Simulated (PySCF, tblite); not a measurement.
**C4H9ClO2Si: geometry, infrared bands and NMR shifts**

What infrared bands and NMR shifts should C4H9ClO2Si (`C[C@@H]1O[C@@H](CCl)O[SiH2]1`) show?

Programs: tblite 0.8.0 and PySCF 2.14.0, with density-fitted response routines of our own. Each step states its level of theory. These are calculated values for one molecule in the gas phase, unless marked as measured. Atoms count from 0, in the outputs and in this text.

## Step 1: The starting structure

17 atoms, charge 0, multiplicity 1; geometry from: force field or distance geometry start.

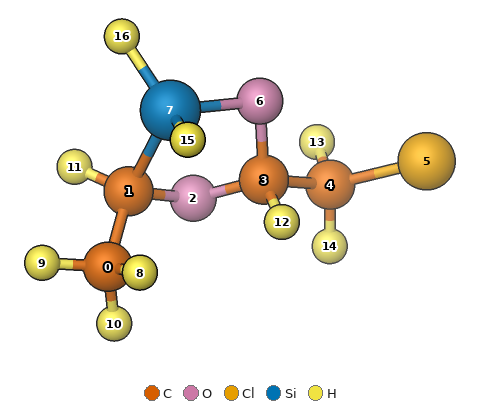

As it starts; carbon orange, oxygen pink, chlorine amber, silicon blue, hydrogen yellow, atoms numbered; sticks join atoms by distance.

## Step 2: Relaxing the molecule with GFN2-xTB

Job settings and geometry (Å):

```
{"job": {"kind": "relax", "xc": "GFN2-xTB", "basis": "xTB"}, "charge": 0, "multiplicity": 1}
C     -2.078100     0.097900     0.583200
C     -1.073700    -0.641400    -0.225800
O      0.131200    -0.915900     0.431800
C      1.008800     0.113500     0.206800
C      2.311100    -0.307600     0.899400
Cl     3.560100     0.953500     0.680500
O      1.232200     0.246900    -1.157900
Si    -0.404000     0.358900    -1.656600
H     -2.010600     1.199500     0.468800
H     -3.088800    -0.167700     0.177100
H     -2.116600    -0.156600     1.654500
H     -1.515800    -1.563600    -0.635000
H      0.730400     1.071000     0.650000
H      2.682600    -1.287300     0.492100
H      2.087500    -0.450500     1.959300
H     -0.816800     1.749700    -1.595100
H     -0.646600    -0.288200    -2.943200
```

On the command line:

```bash
$ OMP_NUM_THREADS=1 python probes_run.py task.json out
```

The driver reads the jobs from task.json and runs them one after another.

**Question.** This job is followed by: GFN2-xTB harmonic vibrations, gas phase; GIAO PBE0/pcSseg-1 NMR shielding, non-relativistic, gas phase. Predict these results of the whole session: strongest single infrared mode (GFN2-xTB); zero-point energy (GFN2-xTB); ¹³C shifts against TMS (PBE0/pcSseg-1); ¹H shifts against TMS (PBE0/pcSseg-1, means over atoms taken as alike); ¹⁷O shifts against H2O (PBE0/pcSseg-1); ³⁵Cl shifts against HCl (PBE0/pcSseg-1); ²⁹Si shifts against TMS (PBE0/pcSseg-1).

**Answer**, as computed:

```
                                                              quantity                                         value
                             strongest single infrared mode (GFN2-xTB)                         2319 cm⁻¹, 322 km/mol
                                          zero-point energy (GFN2-xTB)                                 78.4 kcal/mol
                                ¹³C shifts against TMS (PBE0/pcSseg-1)                   107.5, 68.5, 53.9, 18.3 ppm
¹H shifts against TMS (PBE0/pcSseg-1, means over atoms taken as alike)  5.45, 4.87, 4.76, 4.23, 3.58, 3.28, 1.35 ppm
                                ¹⁷O shifts against H2O (PBE0/pcSseg-1)                               115.1, 67.5 ppm
                               ³⁵Cl shifts against HCl (PBE0/pcSseg-1)                                        54 ppm
                               ²⁹Si shifts against TMS (PBE0/pcSseg-1)                                     -10.7 ppm
```

What this shows: Relaxing lowered the energy by 0.744 eV in 87 steps; the close pair that moved most is O6–Si7, from 1.714 to 1.635 Å. No mode is imaginary among the 45: a minimum at this level. The strongest single mode, at 2319 cm⁻¹, moves mainly H16. Unscaled tight-binding wavenumbers are off by several per cent, some by more. Its intensities can rank the bands wrongly. The most deshielded hydrogen is H12 (hydrogen on an sp3 carbon bearing two oxygens), at 5.45 ppm: its carbon carries O, an electronegative neighbour. At PBE0/pcSseg-1: Shielding is most anisotropic at Cl5 (span 326 ppm, paramagnetic term -249 ppm).
